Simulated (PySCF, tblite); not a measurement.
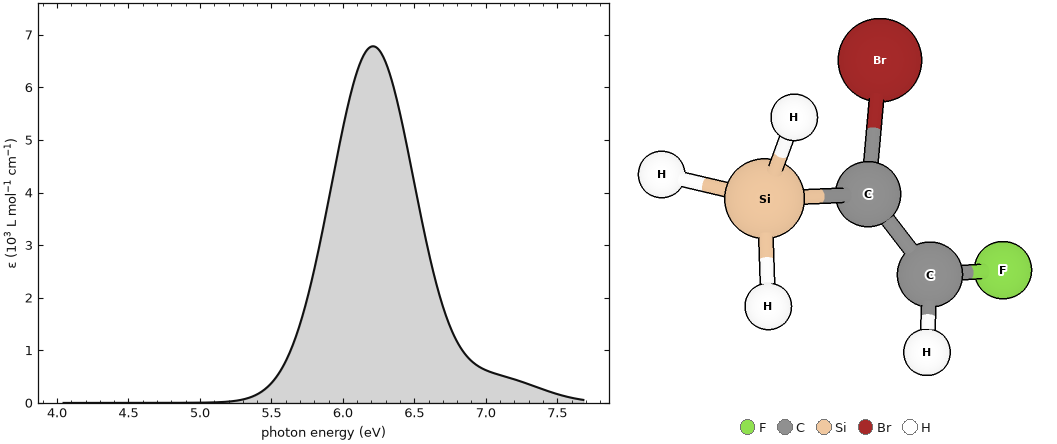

Computed absorption of C₂H₄BrFSi, SMILES F/C=C(/[SiH3])Br. Vertical TDDFT excitations, B3LYP/def2-SVPD with PySCF, at a GFN2-xTB geometry (a minimum by its frequencies), gas phase. Only the first 8 singlet excitations are included; each is broadened by a Gaussian of 1/e half-width 0.40 eV.

Question: Where is the maximum of the broadened curve, and how high is it?

Answer: At about 6.2 eV (200 nm), with ε near 6800 L mol⁻¹ cm⁻¹.

Question: Does any vertical transition fall in the visible?

Answer: No singlet lies below 3.1 eV (beyond 400 nm), so at this level no vertical transition falls in the visible.

Question: Which of the computed transitions is the brightest, and what character does the calculation give it?

Answer: S4 at 6.23 eV (199 nm), f = 0.152, mainly HOMO → LUMO+1 (88 %).

Caveats: the tight-binding geometry is rougher than a DFT one and adds to the error; spin-orbit coupling is left out, and with Br it can shift these levels and split any degenerate set; core orbitals are frozen in the response.
